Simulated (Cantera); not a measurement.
Input: 1 mol (CH3)2SiCl2, 0.079 mol C3H8, a varied amount of H2, held at 1525 K and 13000 Pa.

Method: chemical equilibrium by Gibbs-energy minimisation in Cantera with the NASA 1993 tables (ideal gas, pure condensed phases). Candidate condensed phases: C, C6H6, C7H8, C8H18, Si, SiC; 109 gas species. The feed counts by its element totals alone. The tables' values for SiCl3 are old estimates; treat these amounts as uncertain. The numbers say what is thermodynamically allowed, not how fast it happens.

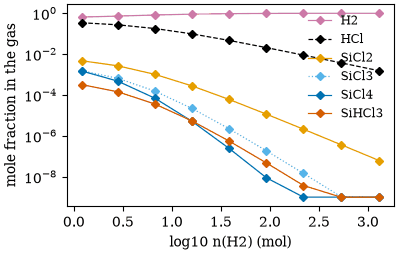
Figure: Equilibrium gas composition (values under 1e-9 drawn at 1e-9)

Question: Read off the mole fractions at 6.7 mol H2.

Answer: H2 about 0.82, HCl about 0.18, SiCl2 about 0.0010, SiCl3 about 0.00015, SiCl4 about 7.0e-5, SiHCl3 about 3.6e-5.
